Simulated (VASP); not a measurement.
Band structure of Al$_{3}$Sc (L1_2). These are RPBE GGA, VASP's PBE PAW potentials (set 64) (plane waves; VASP) values and carry that method's errors.

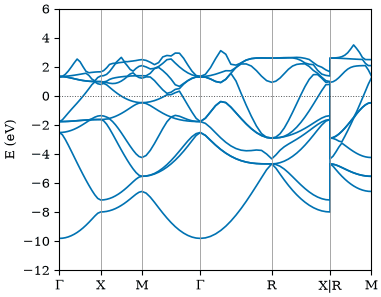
Figure. Bands along high-symmetry lines, zero at the valence-band maximum or, without a gap, the Fermi level

Q: Read the plot: is there a gap, and where are the band edges?

A: It has no gap at this level: it comes out as a metal or semimetal. (Edges off the drawn lines would not show.)

The compound is Al3Sc in the L1_2 structure. It was relaxed first.
